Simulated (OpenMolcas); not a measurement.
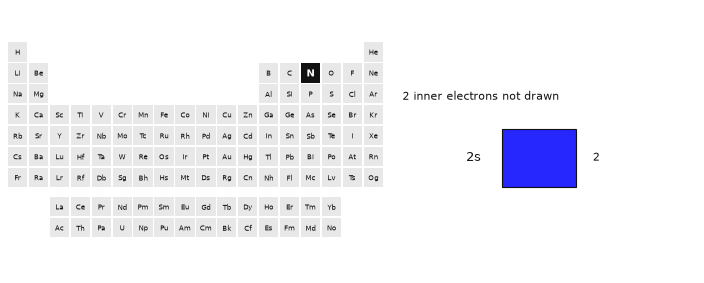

Fig. 1: Left, the place of nitrogen in the periodic table; right, the outer shells of the leading configuration of the lowest level: a box for each of the 2l + 1 orbitals, shaded by the share of the shell that is filled, with the electron count at the right.

## Run report: N³⁺, multiconfigurational calculation

- system: N³⁺.
- method: state-averaged MS-CASPT2, IPEA shift 0.5, imaginary shift 0.1 hartree, closed shells 1s correlated, active space 2 electrons in the shells 2s 2p 3s 3p, basis ANO-R2, X2C scalar Hamiltonian, spin-orbit coupling by RASSI with atomic mean-field integrals (OpenMolcas)

**Log (extracts)**
```
--- CASPT2 ---
Orbital specifications:
      -----------------------

      Symmetry species                           1   2
                                                ag  au
      Frozen orbitals                            0   0
      Inactive orbitals                          1   0
      Active orbitals                            2   6
      Secondary orbitals                        11  13
      Deleted orbitals                           0   0
      Number of basis functions                 14  19
Type of calculation                        MS-CASPT2
      Fock operator                              state-specific
      IPEA shift                                 0.50
      Real shift                                 0.00
      Imaginary shift                            0.10
      The input orbitals will be transformed to quasi-canonical
Reference energy:         -50.3849698705
      E2 (Non-variational):      -0.0171408498
      Shift correction:          -0.0000020151
      E2 (Variational):          -0.0171428649
      Total energy:             -50.4021127354
      Residual norm:              0.0000004161
      Reference weight:           0.99863
      Contributions to the CASPT2 correlation energy
      Active & Virtual Only:         -0.0056138558
      One Inactive Excited:          -0.0063258955
      Two Inactive Excited:          -0.0052010985
Reference energy:         -50.3849698705
      E2 (Non-variational):      -0.0171406788
      Shift correction:          -0.0000020151
      E2 (Variational):          -0.0171426939
      Total energy:             -50.4021125645
      Residual norm:              0.0000004161
      Reference weight:           0.99863
      Contributions to the CASPT2 correlation energy
      Active & Virtual Only:         -0.0056138562
      One Inactive Excited:          -0.0063257242
      Two Inactive Excited:          -0.0052010985
::    CASPT2 Root  1     Total energy:    -50.40211274
::    CASPT2 Root  2     Total energy:    -50.40211256
::    CASPT2 Root  3     Total energy:    -50.40211282
::    MS-CASPT2 Root  1     Total energy:    -50.40211282
::    MS-CASPT2 Root  2     Total energy:    -50.40211274
::    MS-CASPT2 Root  3     Total energy:    -50.40211256
--- CASPT2 ---
Orbital specifications:
      -----------------------

      Symmetry species                           1   2
                                                ag  au
      Frozen orbitals                            0   0
      Inactive orbitals                          1   0
      Active orbitals                            2   6
      Secondary orbitals                        11  13
      Deleted orbitals                           0   0
      Number of basis functions                 14  19
Type of calculation                        MS-CASPT2
      Fock operator                              state-specific
      IPEA shift                                 0.50
      Real shift                                 0.00
      Imaginary shift                            0.10
      The input orbitals will be transformed to quasi-canonical
Reference energy:         -51.1938153634
      E2 (Non-variational):      -0.0116644691
      Shift correction:          -0.0000008951
      E2 (Variational):          -0.0116653642
      Total energy:             -51.2054807276
      Residual norm:              0.0000006167
      Reference weight:           0.99923
      Contributions to the CASPT2 correlation energy
      Active & Virtual Only:         -0.0033803310
      One Inactive Excited:          -0.0032048637
      Two Inactive Excited:          -0.0050792744
Reference energy:         -50.2887405192
      E2 (Non-variational):      -0.0475461062
      Shift correction:          -0.0000671371
      E2 (Variational):          -0.0476132433
      Total energy:             -50.3363537625
      Residual norm:              0.0000003137
      Reference weight:           0.98617
      Contributions to the CASPT2 correlation energy
      Active & Virtual Only:         -0.0367419875
      One Inactive Excited:          -0.0056009837
      Two Inactive Excited:          -0.0052031351
::    CASPT2 Root  1     Total energy:    -51.20548073
::    CASPT2 Root  2     Total energy:    -50.33635376
::    CASPT2 Root  3     Total energy:    -50.33635332
::    CASPT2 Root  4     Total energy:    -50.33635485
::    CASPT2 Root  5     Total energy:    -50.33635508
::    CASPT2 Root  6     Total energy:    -50.33635486
::    CASPT2 Root  7     Total energy:    -50.12429741
::    MS-CASPT2 Root  1     Total energy:    -51.20556568
::    MS-CASPT2 Root  2     Total energy:    -50.33635577
::    MS-CASPT2 Root  3     Total energy:    -50.33635551
::    MS-CASPT2 Root  4     Total energy:    -50.33635488
::    MS-CASPT2 Root  5     Total energy:    -50.33635301
::    MS-CASPT2 Root  6     Total energy:    -50.33635270
::    MS-CASPT2 Root  7     Total energy:    -50.12421245
--- CASPT2 ---
Orbital specifications:
      -----------------------

      Symmetry species                           1   2
                                                ag  au
      Frozen orbitals                            0   0
      Inactive orbitals                          1   0
      Active orbitals                            2   6
      Secondary orbitals                        11  13
      Deleted orbitals                           0   0
      Number of basis functions                 14  19
Type of calculation                        MS-CASPT2
      Fock operator                              state-specific
      IPEA shift                                 0.50
      Real shift                                 0.00
      Imaginary shift                            0.10
      The input orbitals will be transformed to quasi-canonical
Reference energy:         -50.8834682387
      E2 (Non-variational):      -0.0139316969
      Shift correction:          -0.0000051177
      E2 (Variational):          -0.0139368146
      Total energy:             -50.8974050533
      Residual norm:              0.0000002552
      Reference weight:           0.99821
      Contributions to the CASPT2 correlation energy
      Active & Virtual Only:         -0.0053252464
      One Inactive Excited:          -0.0035762999
      Two Inactive Excited:          -0.0050301506
Reference energy:         -50.8834682387
      E2 (Non-variational):      -0.0139316971
      Shift correction:          -0.0000051177
      E2 (Variational):          -0.0139368148
      Total energy:             -50.8974050535
      Residual norm:              0.0000002552
      Reference weight:           0.99821
      Contributions to the CASPT2 correlation energy
      Active & Virtual Only:         -0.0053252466
      One Inactive Excited:          -0.0035762999
      Two Inactive Excited:          -0.0050301506
::    CASPT2 Root  1     Total energy:    -50.89740505
::    CASPT2 Root  2     Total energy:    -50.89740505
::    CASPT2 Root  3     Total energy:    -50.89740505
::    MS-CASPT2 Root  1     Total energy:    -50.89740505
::    MS-CASPT2 Root  2     Total energy:    -50.89740505
::    MS-CASPT2 Root  3     Total energy:    -50.89740505
--- CASPT2 ---
Orbital specifications:
      -----------------------

      Symmetry species                           1   2
                                                ag  au
      Frozen orbitals                            0   0
      Inactive orbitals                          1   0
      Active orbitals                            2   6
      Secondary orbitals                        11  13
      Deleted orbitals                           0   0
      Number of basis functions                 14  19
Type of calculation                        MS-CASPT2
      Fock operator                              state-specific
      IPEA shift                                 0.50
      Real shift                                 0.00
      Imaginary shift                            0.10
      The input orbitals will be transformed to quasi-canonical
Reference energy:         -50.5490553100
      E2 (Non-variational):      -0.0503956780
      Shift correction:          -0.0000349977
      E2 (Variational):          -0.0504306758
      Total energy:             -50.5994859857
      Residual norm:              0.0000001968
      Reference weight:           0.98895
      Contributions to the CASPT2 correlation energy
      Active & Virtual Only:         -0.0392611573
      One Inactive Excited:          -0.0060467174
      Two Inactive Excited:          -0.0050878033
Reference energy:         -50.5490553100
      E2 (Non-variational):      -0.0503956806
      Shift correction:          -0.0000349977
      E2 (Variational):          -0.0504306783
      Total energy:             -50.5994859883
      Residual norm:              0.0000001968
      Reference weight:           0.98895
      Contributions to the CASPT2 correlation energy
      Active & Virtual Only:         -0.0392611596
      One Inactive Excited:          -0.0060467177
      Two Inactive Excited:          -0.0050878033
::    CASPT2 Root  1     Total energy:    -50.59948599
::    CASPT2 Root  2     Total energy:    -50.59948599
::    CASPT2 Root  3     Total energy:    -50.59948599
::    MS-CASPT2 Root  1     Total energy:    -50.59948599
::    MS-CASPT2 Root  2     Total energy:    -50.59948599
::    MS-CASPT2 Root  3     Total energy:    -50.59948599
```

**Spin-orbit levels, grouped by J and assigned**

```tsv
Configuration	Level	E (cm⁻¹)	LS purity (%)	Landé g
2s²	¹S₀	0	100	–
2s 2p	³P°₀	67,500	100	–
2s 2p	³P°₁	67,570	100	1.501
2s 2p	³P°₂	67,700	100	1.501
2s 2p	¹P°₁	133,000	100	1.000
2p²	³P₀	176,200	100	–
2p²	³P₁	176,300	100	1.501
2p²	³P₂	176,400	100	1.501
2p²	¹D₂	190,800	100	1.000
2p²	¹S₀	237,300	100	–
```

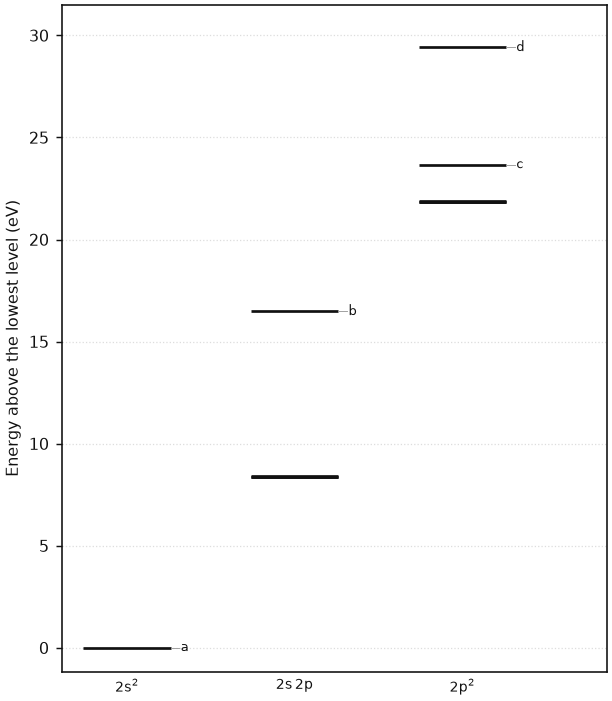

Fig. 2: The lowest computed levels of N IV (N³⁺), 4 of them lettered. a: 2s² ¹S₀ at 0; b: 2s 2p ¹P°₁ at 16.5 eV; c: 2p² ¹D₂ at 23.7 eV; d: 2p² ¹S₀ at 29.4 eV.

**The input**
```
&GATEWAY
Coord
1

N 0.0 0.0 0.0
Basis=ANO-R2
Group=XYZ
NoMove
AngMom=0.0 0.0 0.0
AMFI
&SEWARD
&RASSCF
FileOrb=start.orb
Symmetry=1
Spin=3
nActEl=2 0 0
Inactive=1 0
Ras2=1 3
CIRoot=3 3 1
SDav=3
CIMx=300
Iter=120 100
PrWF=0.3
OrbListing=Nothing
MaxOrb=0
Atom
>>> COPY $Project.JobIph JOBPRE
&RASSCF
FileOrb=start.orb
Symmetry=1
Spin=3
nActEl=2 0 0
Inactive=1 0
Ras2=2 6
CIRoot=3 3 1
SDav=16
CIMx=300
Iter=120 100
PrWF=0.3
OrbListing=Nothing
MaxOrb=0
Atom
>>> COPY $Project.JobIph JOB001
&RASSCF
FileOrb=start.orb
Symmetry=1
Spin=1
nActEl=2 0 0
Inactive=1 0
Ras2=2 6
CIRoot=7 7 1
SDav=24
CIMx=300
Iter=120 100
PrWF=0.3
OrbListing=Nothing
MaxOrb=0
Atom
>>> COPY $Project.JobIph JOB002
&RASSCF
FileOrb=start.orb
Symmetry=2
Spin=3
nActEl=2 0 0
Inactive=1 0
Ras2=2 6
CIRoot=3 3 1
SDav=12
CIMx=300
Iter=120 100
PrWF=0.3
OrbListing=Nothing
MaxOrb=0
Atom
>>> COPY $Project.JobIph JOB003
&RASSCF
FileOrb=start.orb
Symmetry=2
Spin=1
nActEl=2 0 0
Inactive=1 0
Ras2=2 6
CIRoot=3 3 1
SDav=12
CIMx=300
Iter=120 100
PrWF=0.3
OrbListing=Nothing
MaxOrb=0
Atom
>>> COPY $Project.JobIph JOB004
&RASSI
NrOfJobIphs=4 3 7 3 3
1 2 3
1 2 3 4 5 6 7
1 2 3
1 2 3
IphNames
JOB001
JOB002
JOB003
JOB004
EJob
SpinOrbit
DIPRint=1.0
SOCoupling=1000.0
Subsets=2
MEES
Property=10
'ANGMOM' 1 'ANGMOM' 2 'ANGMOM' 3 'MLTPL  1' 1 'MLTPL  1' 2 'MLTPL  1' 3
'AMFI' 1 'AMFI' 2 'AMFI' 3 'MLTPL  2' 6
SOProperty=3
'ANGMOM' 1 'ANGMOM' 2 'ANGMOM' 3
>>> COPY JOB001 $Project.JobIph
&CASPT2
Multistate=3 1 2 3
Frozen=0 0
IPEA=0.5
Imaginary=0.1
MaxIter=60
WThr=0.0 0.3 0.05
PrWF=0.5
NoMix
>>> COPY JOB002 $Project.JobIph
&CASPT2
Multistate=7 1 2 3 4 5 6 7
Frozen=0 0
IPEA=0.5
Imaginary=0.1
MaxIter=60
WThr=0.0 0.3 0.05
PrWF=0.5
NoMix
>>> COPY JOB003 $Project.JobIph
&CASPT2
Multistate=3 1 2 3
Frozen=0 0
IPEA=0.5
Imaginary=0.1
MaxIter=60
WThr=0.0 0.3 0.05
PrWF=0.5
NoMix
>>> COPY JOB004 $Project.JobIph
&CASPT2
Multistate=3 1 2 3
Frozen=0 0
IPEA=0.5
Imaginary=0.1
MaxIter=60
WThr=0.0 0.3 0.05
PrWF=0.5
NoMix
```

The file start.orb holds starting orbitals from an earlier step. A driver script formed the levels outside the program, from RASSI's spin-orbit matrix and the CASPT2 energies (for multi-state variants, the effective Hamiltonian), averaged over the components of each term or state. The log and the time are those of the CASPT2 step.

Run as:
```bash
OMP_NUM_THREADS=1 MOLCAS_MEM=1689 MOLCAS_PROJECT=a pymolcas a.inp > a.log  # once for each step of the input, in one work folder
```

**Summary**

| quantity | value |
| --- | --- |
| outcome | converged |
| lowest level | 2s² ¹S₀ |
| first excited level | 2s 2p ³P°₀, 67,497 cm⁻¹ (measured: 67,209) |
| energy of the lowest spin-free term | −51.20557 hartree |
| energy of the lowest spin-orbit level | −51.20557 hartree |
| CASPT2 correlation energy | −0.0118 hartree |
| largest spread among components of a term | 0.7 cm⁻¹ |
| lowest reference weight | 0.986 |
| hardware | 1 CPU thread, shared host |
| wall time | 3.7 s |

**Notes**

Limits: extra active shells serve correlation only, their own levels not computed; only configurations of the active space are included.
